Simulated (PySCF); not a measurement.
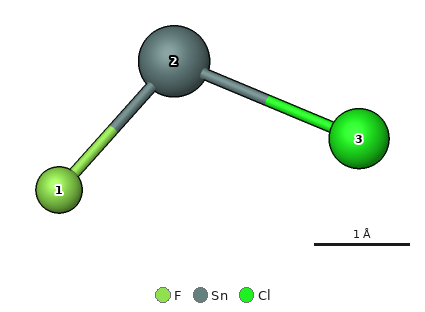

Fig. 1: The input geometry (ball-and-stick view, seen at an oblique angle; atoms are numbered from 1 in the order of the input). Sticks mark near contacts. Bond lengths as drawn: Cl–Sn 2.36 Å and F–Sn 1.94 Å.

**Single-point calculation of SnClF**

System: SnClF, multiplicity 3.
Method: NEVPT2/STO-3G, ROHF (PySCF 2.14.0).

The geometry is that of the parent species in another charge or spin state. The geometry comes from this level: PBE0-D4/def2-TZVP. Figures and captions count atoms from 1; the log counts them from 0 in places.

Output
```
PySCF version 2.14.0

[INPUT] num. atoms = 3
[INPUT] num. electrons = 76
[INPUT] charge = 0
[INPUT] spin (= nelec alpha-beta = 2S) = 2
[INPUT] symmetry False subgroup None
[INPUT] Mole.unit = angstrom
[INPUT] Symbol           X                Y                Z      unit          X                Y                Z       unit  Magmom
[INPUT]  1 F     -1.389600000000   0.223100000000  -0.744400000000 AA   -2.625963422696   0.421597898390  -1.406712127126 Bohr   0.0
[INPUT]  2 Sn     0.164300000000   0.898100000000   0.190700000000 AA    0.310482002266   1.697163032472   0.360370771955 Bohr   0.0
[INPUT]  3 Cl     1.214300000000  -1.186000000000   0.540500000000 AA    2.294694433059  -2.241215183734   1.021396970327 Bohr   0.0

nuclear repulsion = 338.758404594777
number of shells = 19
number of NR pGTOs = 123
number of NR cGTOs = 41
basis = sto-3g
ecp = {}

******** <class 'pyscf.scf.rohf.ROHF'> ********
method = ROHF
initial guess = minao
damping factor = 0
level_shift factor = 0
DIIS = <class 'pyscf.scf.diis.CDIIS'>
diis_start_cycle = 1
diis_space = 8
diis_damp = 0
SCF conv_tol = 1e-10
SCF conv_tol_grad = None
SCF max_cycles = 50
direct_scf = True
direct_scf_tol = 1e-13
num. doubly occ = 37  num. singly occ = 2
Set gradient conv threshold to 1e-05
init E= -6498.39075576392
  HOMO = -0.336849155259768  LUMO = -0.184404289584478  gap/eV = 4.14824
cycle= 1 E= -6515.85139307543  delta_E= -17.5  |g|= 0.291  |ddm|= 1.89
  HOMO = 0.0250972125639757  LUMO = 0.304311939987281  gap/eV = 7.59782
cycle= 2 E= -6515.89249842505  delta_E= -0.0411  |g|= 0.149  |ddm|= 0.725
  HOMO = 0.027525140777685  LUMO = 0.315297343019652  gap/eV = 7.83068
cycle= 3 E= -6515.91199457726  delta_E= -0.0195  |g|= 0.0479  |ddm|= 0.323
  HOMO = 0.0220438110412642  LUMO = 0.312671010127054  gap/eV = 7.90837
cycle= 4 E= -6515.91447842153  delta_E= -0.00248  |g|= 0.0187  |ddm|= 0.106
  HOMO = 0.0239127596445632  LUMO = 0.313317150686834  gap/eV = 7.87509
cycle= 5 E= -6515.91507288565  delta_E= -0.000594  |g|= 0.00446  |ddm|= 0.0749
  HOMO = 0.0232606768924026  LUMO = 0.313365919551929  gap/eV = 7.89417
cycle= 6 E= -6515.91509551637  delta_E= -2.26e-05  |g|= 0.00169  |ddm|= 0.0107
  HOMO = 0.023508252337162  LUMO = 0.313397619310808  gap/eV = 7.88829
cycle= 7 E= -6515.91510024826  delta_E= -4.73e-06  |g|= 0.000564  |ddm|= 0.006
  HOMO = 0.0234078280063526  LUMO = 0.313330884830815  gap/eV = 7.88921
cycle= 8 E= -6515.91510075156  delta_E= -5.03e-07  |g|= 0.00012  |ddm|= 0.0023
  HOMO = 0.0234216035114369  LUMO = 0.313330608177687  gap/eV = 7.88883
cycle= 9 E= -6515.91510077012  delta_E= -1.86e-08  |g|= 2.45e-05  |ddm|= 0.000432
  HOMO = 0.0234223027500507  LUMO = 0.313329324227377  gap/eV = 7.88877
cycle= 10 E= -6515.91510077099  delta_E= -8.73e-10  |g|= 4.07e-06  |ddm|= 9.26e-05
  HOMO = 0.0234227537985722  LUMO = 0.31332938371037  gap/eV = 7.88876
cycle= 11 E= -6515.91510077099  delta_E= 4.55e-12  |g|= 6.32e-07  |ddm|= 1.35e-05
  HOMO = 0.0234227791541443  LUMO = 0.313329378855668  gap/eV = 7.88876
```

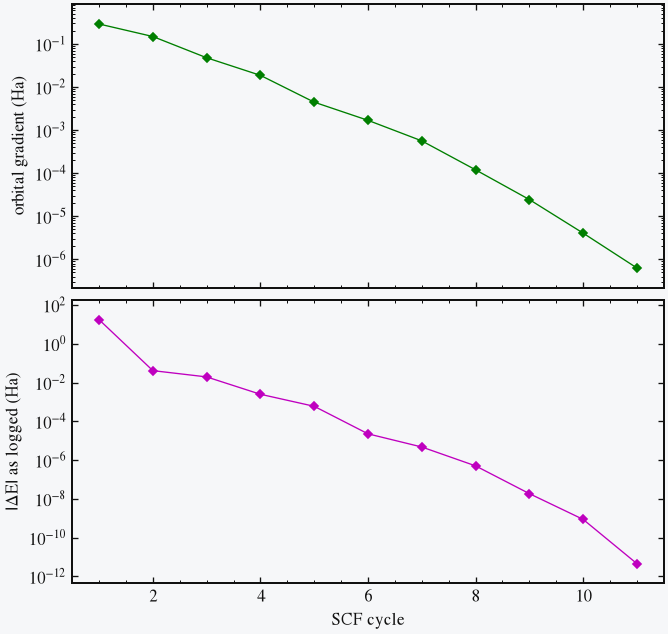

Fig. 2: Convergence of the self-consistent field: orbital gradient and size of the energy change against the SCF cycle. The residual falls at every step.

```
Extra cycle  E= -6515.915100771  delta_E= -1.36e-11  |g|= 2.6e-07  |ddm|= 1.46e-06
converged SCF energy = -6515.915100771

******** <class 'pyscf.mp.ump2.UMP2'> ********
nocc = (np.int64(39), np.int64(37)), nmo = (41, 41)
E(UMP2) = -6515.95085063275  E_corr = -0.035749861745157
E(SCS-UMP2) = -6515.95311282826  E_corr = -0.0380120572617678
E_corr(same-spin) = -0.00563974249894689
E_corr(oppo-spin) = -0.0301101192462101
natural occupations [2.     2.     2.     2.     2.     2.     2.     2.     2.     2.
 2.     2.     2.     2.     2.     2.     2.     2.     2.     2.
 2.     2.     2.     2.     2.     2.     2.     2.     1.9999 1.9997
 1.9993 1.9991 1.9988 1.9965 1.995  1.9923 1.9758 1.0047 1.0038 0.0235]

******** <class 'pyscf.mcscf.mc1step.CASSCF'> ********
CAS (3e+1e, 4o), ncore = 36, nvir = 1
max_cycle_macro = 50
max_cycle_micro = 4
conv_tol = 1e-07
conv_tol_grad = None
orbital rotation max_stepsize = 0.02
orbital rotation threshold for CI restart = 0.01
augmented hessian ah_max_cycle = 30
augmented hessian ah_conv_tol = 1e-12
augmented hessian ah_linear dependence = 1e-14
augmented hessian ah_level shift = 1e-08
augmented hessian ah_start_tol = 2.5
augmented hessian ah_start_cycle = 3
augmented hessian ah_grad_trust_region = 3
kf_trust_region = 3
kf_interval = 4
ci_response_space = 4
ci_grad_trust_region = 3
with_dep4 0
natorb = True
canonicalization = True
sorting_mo_energy = False
ao2mo_level = 2
internal_rotation = False
******** <class 'pyscf.fci.addons.SpinPenaltyFCISolver'> ********
max. cycles = 50
conv_tol = 1e-08
davidson only = True
linear dependence = 1e-12
level shift = 0.001
max iter space = 12
nroots = 1
pspace_size = 400
spin = None
CASCI E = -6515.93974872780  S^2 = 2.0000000
Set conv_tol_grad to 0.000316228
macro iter   1 ( 17 JK    4 micro), CASSCF E = -6515.94100822957  dE = -1.25950177e-03  S^2 = 2.0000000
               |grad[o]|=0.0255  |grad[c]|=0.0043  |ddm|=0.0281  |maxRot[o]|=0.0691
macro iter   2 ( 13 JK    3 micro), CASSCF E = -6515.94113209510  dE = -1.23865525e-04  S^2 = 2.0000000
               |grad[o]|=0.00295  |grad[c]|=0.000782  |ddm|=0.00198  |maxRot[o]|=0.0425
macro iter   3 (  7 JK    2 micro), CASSCF E = -6515.94113833448  dE = -6.23938558e-06  S^2 = 2.0000000
               |grad[o]|=0.000648  |grad[c]|=6.2e-05  |ddm|=0.000492  |maxRot[o]|=0.0107
macro iter   4 (  3 JK    1 micro), CASSCF E = -6515.94113835718  dE = -2.26964403e-08  S^2 = 2.0000000
               |grad[o]|=6.35e-05  |grad[c]|=2.21e-05  |ddm|=5.66e-05  |maxRot[o]|=0.000633
1-step CASSCF converged in   4 macro ( 40 JK  10 micro) steps
CASSCF canonicalization
Natural occ [1.94534973 1.00545524 1.         0.04919503]
Natural orbital (expansion on meta-Lowdin AOs) in CAS space
               #1        #2        #3        #4
0 F 1s          -0.00164  -0.00027   0.00000  -0.00347
0 F 2s           0.01722  -0.00112  -0.00000   0.18795
0 F 2px         -0.58589   0.21060  -0.07875   0.41587
0 F 2py         -0.35576   0.21870  -0.01580   0.21389
0 F 2pz         -0.36382   0.14086   0.14226   0.25395
1 Sn 1s         -0.00062  -0.00079   0.00000  -0.00028
1 Sn 2s          0.00195   0.00275  -0.00000   0.00133
1 Sn 3s         -0.00485  -0.00700   0.00000  -0.00371
1 Sn 4s          0.02550   0.02844  -0.00000   0.00668
1 Sn 5s         -0.46906  -0.67242   0.00000  -0.27584
1 Sn 2px        -0.00067   0.00036  -0.00067  -0.00071
1 Sn 2py         0.00009   0.00088  -0.00013  -0.00025
1 Sn 2pz        -0.00036   0.00030   0.00121  -0.00042
1 Sn 3px         0.00077  -0.00074   0.00141   0.00266
1 Sn 3py         0.00015  -0.00112   0.00028   0.00127
1 Sn 3pz         0.00044  -0.00053  -0.00254   0.00161
1 Sn 4px        -0.01466   0.00714  -0.01130  -0.01201
1 Sn 4py        -0.00025   0.01514  -0.00227  -0.00428
1 Sn 4pz        -0.00814   0.00563   0.02041  -0.00712
1 Sn 5px         0.34228  -0.23812   0.46984   0.62350
1 Sn 5py        -0.04967  -0.53223   0.09425   0.25104
1 Sn 5pz         0.18395  -0.19091  -0.84878   0.37301
1 Sn 3dxy       -0.00049  -0.00010   0.00006   0.00077
1 Sn 3dyz       -0.00022   0.00004  -0.00009   0.00049
1 Sn 3dz^2      -0.00013  -0.00037  -0.00005  -0.00032
1 Sn 3dxz       -0.00027   0.00060  -0.00001   0.00116
1 Sn 3dx2-y2    -0.00044   0.00014   0.00001   0.00068
1 Sn 4dxy        0.00659   0.00265  -0.00181  -0.02583
1 Sn 4dyz        0.00104  -0.00190   0.00293  -0.01617
1 Sn 4dz^2       0.00881   0.01346   0.00165   0.00986
1 Sn 4dxz       -0.00783  -0.02320   0.00058  -0.03734
1 Sn 4dx2-y2     0.00402  -0.00607  -0.00028  -0.02273
2 Cl 1s          0.00007   0.00009  -0.00000   0.00005
2 Cl 2s         -0.00091  -0.00137  -0.00000  -0.00085
2 Cl 3s          0.02425   0.02899  -0.00000   0.01595
2 Cl 2px         0.00177   0.00015   0.00145   0.00240
2 Cl 2py        -0.00165  -0.00374   0.00029   0.00001
2 Cl 2pz         0.00080  -0.00033  -0.00262   0.00133
2 Cl 3px        -0.09497  -0.01007  -0.07256  -0.09005
2 Cl 3py         0.10774   0.23680  -0.01456  -0.01497
2 Cl 3pz        -0.04061   0.02072   0.13109  -0.05151
<CAS-nat-orb|mo-hf>  37     32      -0.62549559
<CAS-nat-orb|mo-hf>  37     34      -0.43154383
<CAS-nat-orb|mo-hf>  37     35       0.50804888
<CAS-nat-orb|mo-hf>  38     38      -0.99694657
<CAS-nat-orb|mo-hf>  39     39      -0.99974627
<CAS-nat-orb|mo-hf>  40     41       0.93584969
CASSCF energy = -6515.94113835718
CASCI E = -6515.94113835718  E(CI) = -3.43205168832628  S^2 = 2.0000000

******** <class 'pyscf.mrpt.nevpt2.NEVPT'> ********
NEVPT2 (3e+1e, 4o), ncore = 36, nvir = 1
root = 0
Natural occ [1.94534973 1.00545524 1.         0.04919503]
Natural orbital (expansion on meta-Lowdin AOs) in CAS space
               #1        #2        #3        #4
0 F 1s          -0.00164  -0.00027   0.00000  -0.00347
0 F 2s           0.01722  -0.00112  -0.00000   0.18795
0 F 2px         -0.58589   0.21060  -0.07875   0.41587
0 F 2py         -0.35576   0.21870  -0.01580   0.21389
0 F 2pz         -0.36382   0.14086   0.14226   0.25395
1 Sn 1s         -0.00062  -0.00079   0.00000  -0.00028
1 Sn 2s          0.00195   0.00275  -0.00000   0.00133
1 Sn 3s         -0.00485  -0.00700   0.00000  -0.00371
1 Sn 4s          0.02550   0.02844  -0.00000   0.00668
1 Sn 5s         -0.46906  -0.67242   0.00000  -0.27584
1 Sn 2px        -0.00067   0.00036  -0.00067  -0.00071
1 Sn 2py         0.00009   0.00088  -0.00013  -0.00025
1 Sn 2pz        -0.00036   0.00030   0.00121  -0.00042
1 Sn 3px         0.00077  -0.00074   0.00141   0.00266
1 Sn 3py         0.00015  -0.00112   0.00028   0.00127
1 Sn 3pz         0.00044  -0.00053  -0.00254   0.00161
1 Sn 4px        -0.01466   0.00714  -0.01130  -0.01201
1 Sn 4py        -0.00025   0.01514  -0.00227  -0.00428
1 Sn 4pz        -0.00814   0.00563   0.02041  -0.00712
1 Sn 5px         0.34228  -0.23812   0.46984   0.62350
1 Sn 5py        -0.04967  -0.53223   0.09425   0.25104
1 Sn 5pz         0.18395  -0.19091  -0.84878   0.37301
1 Sn 3dxy       -0.00049  -0.00010   0.00006   0.00077
1 Sn 3dyz       -0.00022   0.00004  -0.00009   0.00049
1 Sn 3dz^2      -0.00013  -0.00037  -0.00005  -0.00032
1 Sn 3dxz       -0.00027   0.00060  -0.00001   0.00116
1 Sn 3dx2-y2    -0.00044   0.00014   0.00001   0.00068
1 Sn 4dxy        0.00659   0.00265  -0.00181  -0.02583
1 Sn 4dyz        0.00104  -0.00190   0.00293  -0.01617
1 Sn 4dz^2       0.00881   0.01346   0.00165   0.00986
1 Sn 4dxz       -0.00783  -0.02320   0.00058  -0.03734
1 Sn 4dx2-y2     0.00402  -0.00607  -0.00028  -0.02273
2 Cl 1s          0.00007   0.00009  -0.00000   0.00005
2 Cl 2s         -0.00091  -0.00137  -0.00000  -0.00085
2 Cl 3s          0.02425   0.02899  -0.00000   0.01595
2 Cl 2px         0.00177   0.00015   0.00145   0.00240
2 Cl 2py        -0.00165  -0.00374   0.00029   0.00001
2 Cl 2pz         0.00080  -0.00033  -0.00262   0.00133
2 Cl 3px        -0.09497  -0.01007  -0.07256  -0.09005
2 Cl 3py         0.10774   0.23680  -0.01456  -0.01497
2 Cl 3pz        -0.04061   0.02072   0.13109  -0.05151
<CAS-nat-orb|mo-hf>  37     32      -0.62549559
<CAS-nat-orb|mo-hf>  37     34      -0.43154383
<CAS-nat-orb|mo-hf>  37     35       0.50804888
<CAS-nat-orb|mo-hf>  38     38      -0.99694657
<CAS-nat-orb|mo-hf>  39     39      -0.99974627
<CAS-nat-orb|mo-hf>  40     41       0.93584969
Sr    (-1)',   E = -0.00026283393909
Si    (+1)',   E = -0.00424675469079
Sijrs (0)  ,   E = -0.00380003672801
Sijr  (+1) ,   E = -0.00313654645672
Srsi  (-1) ,   E = -0.00018517116381
Srs   (-2) ,   E = -0.00040732911458
Sij   (+2) ,   E = -0.00127373994665
Sir   (0)' ,   E = -0.00433184781680
Nevpt2 Energy = -0.017644259856441
E(NEVPT2) = -6515.958782617
```

This output came from the following input.

Input (input.py)
```python
import numpy
from pyscf import gto, scf, mp, mcscf, mrpt

mol = gto.M(
    atom='start.xyz',
    verbose=4,
    spin=2,
    max_memory=1860,
    basis='sto-3g',
)

calc0 = scf.ROHF(mol)
calc0.conv_tol = 1e-10
calc0.kernel()
if not calc0.converged:
    calc0 = calc0.newton().run(calc0.mo_coeff, calc0.mo_occ)

pt = mp.MP2(scf.addons.convert_to_uhf(calc0)).run()
noons, natorbs = mcscf.addons.make_natural_orbitals(pt)
print('natural occupations', numpy.round(noons[:40], 4))
cas = mcscf.CASSCF(calc0, 4, 4)
cas.fix_spin_(ss=2.0)
cas.natorb = True
cas.kernel(natorbs)
e_pt2 = mrpt.NEVPT(cas).kernel()
energy = cas.e_tot + e_pt2
print('E(%s) = %.9f' % ('NEVPT2', energy))
```

File start.xyz
```
3

F     -1.389600     0.223100    -0.744400
Sn     0.164300     0.898100     0.190700
Cl     1.214300    -1.186000     0.540500
```

Run as:
```bash
OMP_NUM_THREADS=1 python input.py
```

Results in brief

| quantity | value |
| --- | --- |
| outcome | converged |
| total energy | −6515.958783 hartree |
| SCF energy | −6515.915101 hartree |
| correlation energy | −0.043682 hartree |
| basis functions | 41 |
| ⟨S²⟩ | 2.000 |
| hardware | 1 thread of Arm Neoverse V1, 24 GiB of memory available, shared host |
| wall time | 1.7 s |
| peak memory | 0.13 GiB |

Remarks

The record of the run, not the program, notes: no relativistic term for heavy atoms.
